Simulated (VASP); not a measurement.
Input:

```yaml
crystal:
  lattice:
    - [-1.59606, 1.59606, 3.91358]
    - [1.59606, -1.59606, 3.91358]
    - [1.59606, 1.59606, -3.91358]
  atoms:
    - { symbol: Si, position: [0.66493, 0.66493, 0.00000] }
    - { symbol: Si, position: [0.33507, 0.33507, 0.00000] }
    - { symbol: Mo, position: [0.00000, 0.00000, 0.00000] }
```

All values below come from PBEsol GGA, VASP's PBE PAW potentials (set 64) (plane waves; VASP). Run with 520 eV cut-off, 15×15×15 Γ-centred mesh, tetrahedra with Blöchl corrections, potentials Si Mo_sv.

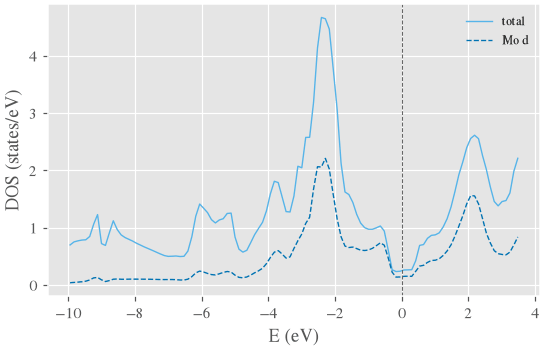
Figure. Total and projected density of states, zero at the Fermi level

Within 2 eV below the Fermi level the largest weight inside VASP's projection spheres is Mo d, then Si p.

It has no gap at this level: it comes out as a metal or semimetal.

The compound is MoSi2 in the MoSi2 type structure. It was relaxed first.
